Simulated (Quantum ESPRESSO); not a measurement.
# Voltage at the next charge: Ba(100), 5 layers against an electrode

Method. Quantum ESPRESSO 7.5, PBE, GBRV ultrasoft; ESM with bc3, a metal electrode 5.98 Å above the top atoms; cell area 25.200 Å²; ions fixed. V is the potential energy of an electron at the electrode over the slab's Fermi level, divided by e, so that it equals the work function at zero charge; positive charge removes electrons.

| charge (e a cell) | V (V) |
| --- | --- |
| 0 | 2.353 |
| 0.0378 | 3.296 |
| 0.0756 | 4.313 |

To predict: What is V at a charge of 0.1512 e, and what capacitance do the rows imply?

By hand: The last two rows give dV/dq = (4.313 − 3.296)/(0.0756 − 0.0378) = 26.9 V/e, so C = 1602/(25.200 × 26.9) = 2.36 µF/cm², an effective gap of 8.854/2.36 = 3.75 Å. At constant C, V = 4.313 + 26.9 × 0.0756 = 6.35 V.

What the calculation gave: V = 6.526 V; the estimate misses by −0.18 V, 8.1 % of the step. Over the three intervals C goes 2.55, 2.36 and 2.17 µF/cm²: it falls as electrons leave, the surface charge drawing back towards the atoms.

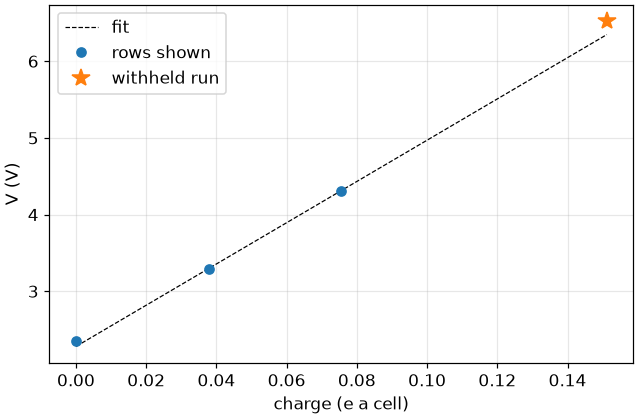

The rows shown, the fit and the withheld run.

**Limits.** Vacuum fills the gap; a dielectric or electrolyte would change C. The slab is thin.
